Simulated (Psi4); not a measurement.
# UM06-2X/def2-SVPD run of AlNH3O (SMILES [NH2][Al][OH])

Aim: the vertical ionisation energy of AlNH3O at UM06-2X/def2-SVPD, from 2 runs. 

The calculation is run with Psi4 1.11.

## (1) The structure to begin with

AlNH3O has 6 atoms, charge 0, and is taken as a doublet. As SMILES, `[NH2][Al][OH]`. The shape is that of a PBE0-D4/def2-TZVP optimisation. This is one conformer, not always the lowest.

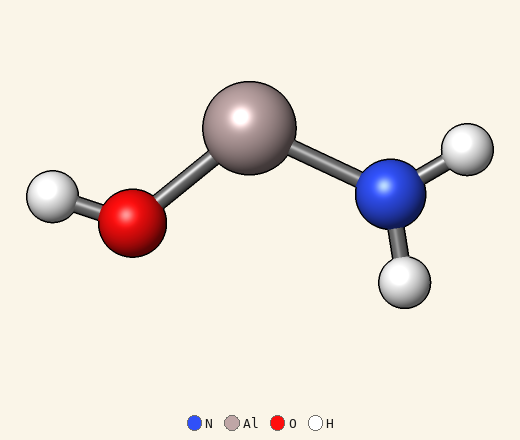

Viewed from a chosen angle; nitrogen blue, aluminium light grey, oxygen red, hydrogen white.

## (2) A single-point energy at UM06-2X/def2-SVPD

Input file alh3no.xyz:

```xyz
6
AlH3NO
N     -0.923900     0.240200    -0.760800
Al     0.595200     0.601300     0.070700
O      1.194100    -0.618500     1.101200
H     -1.434300    -0.623600    -0.657200
H     -1.394700     0.861600    -1.396800
H      2.005700    -0.525100     1.596800
```

Input file run_ase.py:

```python
import numpy as np
from ase.calculators.psi4 import Psi4
from ase.io import read

a = read('alh3no.xyz')
calc = Psi4(atoms=a, method='m06-2x', basis='def2-SVPD', memory='2200MB', num_threads=1, charge=0, multiplicity=2, label='calc', reference='uks')
calc.psi4.set_options({'puream': True, 'e_convergence': 1e-09, 'd_convergence': 1e-08, 'scf_type': 'pk', 'dft_radial_points': 99, 'dft_spherical_points': 590, 'maxiter': 100})
a.calc = calc

print(f'energy: {a.get_potential_energy():.6f} eV')
```

On the command line:

```bash
$ python run_ase.py
```

calc.dat, cut to the lines that bear on the results:

```text
[...]
  Running in c1 symmetry.
[...]
  Nuclear repulsion =   93.731213434316217
[...]
  Multiplicity = 2
[...]
  Nalpha       = 16
  Nbeta        = 15
[...]
    Number of basis functions: 91
[...]
   @UKS iter   1:  -373.67265377421819   -4.54785e-01   1.00132e-02 ADIIS/DIIS
[...]
   @UKS iter  14:  -374.02963774769643   -3.24007e-12   6.10015e-09 DIIS
[...]
   @S^2 Observed:                7.516885153E-01
[...]
    Orbital Energies [Eh]
    ---------------------
    Alpha Occupied:
       1A    -56.859778     2A    -19.621294     3A    -14.730061
       4A     -4.377847     5A     -2.882956     6A     -2.881886
       7A     -2.878756     8A     -1.074855     9A     -0.913967
      10A     -0.580013    11A     -0.543468    12A     -0.483837
      13A     -0.434143    14A     -0.402416    15A     -0.324960
      16A     -0.240412
    Alpha Virtual:
      17A      0.015496    18A      0.029596    19A      0.044769
      20A      0.085028    21A      0.093494    22A      0.108007
      23A      0.116743    24A      0.138987    25A      0.142305
[...]
  @UKS Final Energy:  -374.02963774769643
   => Energetics <=
    Nuclear Repulsion Energy =             93.7312134343162171
    One-Electron Energy =                -703.5700087034912258
    Two-Electron Energy =                 252.6547542170526413
    DFT Exchange-Correlation Energy =     -16.8455966955740770
    Empirical Dispersion Energy =           0.0000000000000000
    VV10 Nonlocal Energy =                  0.0000000000000000
    Total Energy =                       -374.0296377476964267
  UHF NO Occupations:
  HONO-2 :   14  A 1.9996892
  HONO-1 :   15  A 1.9996527
[...]
 Multipole Moments:
 ------------------------------------------------------------------------------------
     Multipole            Electronic (a.u.)      Nuclear  (a.u.)        Total (a.u.)
 ------------------------------------------------------------------------------------
 L = 1.  Multiply by 2.5417464519 to convert [e a0] to [Debye]
 Dipole X            :          2.0661119           -1.9880953            0.0780166
 Dipole Y            :          1.4658659           -1.1262401            0.3396258
 Dipole Z            :          0.6281007           -0.7510462           -0.1229455
 Magnitude           :                                                    0.3695239
[...]
```

The script printed:

```text
energy: -10177.864857 eV
```

It took 66 s on 1 thread of Intel Xeon Platinum 8488C (Sapphire Rapids), shared host; peak memory 1.4 GiB.

## (3) The singlet cation: energy and gradient at M06-2X/def2-SVPD

Input file input.in:

```
memory 2200 MB

molecule {
  1 1
  N     -0.923900     0.240200    -0.760800
  Al     0.595200     0.601300     0.070700
  O      1.194100    -0.618500     1.101200
  H     -1.434300    -0.623600    -0.657200
  H     -1.394700     0.861600    -1.396800
  H      2.005700    -0.525100     1.596800
  symmetry c1
}

set {
  basis                def2-SVPD
  reference            rks
  puream               true
  e_convergence        1e-09
  d_convergence        1e-08
  scf_type             pk
  dft_radial_points    99
  dft_spherical_points 590
}

energy_value, wavefunction = gradient('m06-2x', return_wfn=True)
print_variables()
```

On the command line:

```bash
$ psi4 -n 1 input.in input.out
```

input.out, cut to the lines that bear on the results:

```text
[...]
  Running in c1 symmetry.
[...]
  Nuclear repulsion =   93.731213434316217
[...]
  Multiplicity = 1
[...]
  Nalpha       = 15
  Nbeta        = 15
[...]
    Number of basis functions: 91
[...]
   @RKS iter   1:  -373.39237815629951   -1.74509e-01   9.56441e-03 ADIIS/DIIS
[...]
   @RKS iter  12:  -373.73068733488560   -2.16005e-12   4.43534e-09 DIIS
[...]
  @RKS Final Energy:  -373.73068733488560
   => Energetics <=
    Nuclear Repulsion Energy =             93.7312134343162171
    One-Electron Energy =                -695.6138299691613156
    Two-Electron Energy =                 244.8591045001330713
    DFT Exchange-Correlation Energy =     -16.7071753001736312
    Empirical Dispersion Energy =           0.0000000000000000
    VV10 Nonlocal Energy =                  0.0000000000000000
    Total Energy =                       -373.7306873348856016
[...]
 Multipole Moments:
 ------------------------------------------------------------------------------------
     Multipole            Electronic (a.u.)      Nuclear  (a.u.)        Total (a.u.)
 ------------------------------------------------------------------------------------
 L = 1.  Multiply by 2.5417464519 to convert [e a0] to [Debye]
 Dipole X            :          2.7360610           -1.9880953            0.7479657
 Dipole Y            :          2.7924936           -1.1262401            1.6662535
 Dipole Z            :          0.3926177           -0.7510462           -0.3584285
 Magnitude           :                                                    1.8612696
[...]
  -Total Gradient:
     Atom            X                  Y                   Z
    ------   -----------------  -----------------  -----------------
       1       -0.026020237297    -0.033394063051    -0.000206850979
       2        0.036769495601     0.055662078637    -0.004078249787
       3       -0.003926194764    -0.036357900187     0.016124721133
       4       -0.001695007610     0.009912538623    -0.006248608360
       5        0.004459377693    -0.003981103763     0.005041080490
       6       -0.009419659415     0.008099816844    -0.010489448189
[...]
```

It took 45 s on 1 thread of Intel Xeon Platinum 8488C (Sapphire Rapids), shared host; peak memory 1.4 GiB.

## (4) Outcome

At UM06-2X/def2-SVPD:

| quantity | value |
| --- | --- |
| doublet AlNH3O: total energy | -374.02964 Eh |
| doublet AlNH3O: dipole moment | 0.94 D |
| doublet AlNH3O: HOMO energy (highest over α and β) | -6.54 eV |
| doublet AlNH3O: LUMO energy (lowest over α and β) | -3.82 eV |
| doublet AlNH3O: ⟨S²⟩ | 0.752 |
| singlet cation: total energy | -373.73069 Eh |
| singlet cation: HOMO energy | -14.73 eV |
| singlet cation: LUMO energy | -9.54 eV |
| singlet cation: HOMO–LUMO gap | 5.19 eV |
| singlet cation: largest force on an atom | 3.437 eV/Å |
| vertical ionisation energy (to the singlet cation) | 8.135 eV |

The vertical ionisation energy comes to 8.13 eV (188 kcal/mol).
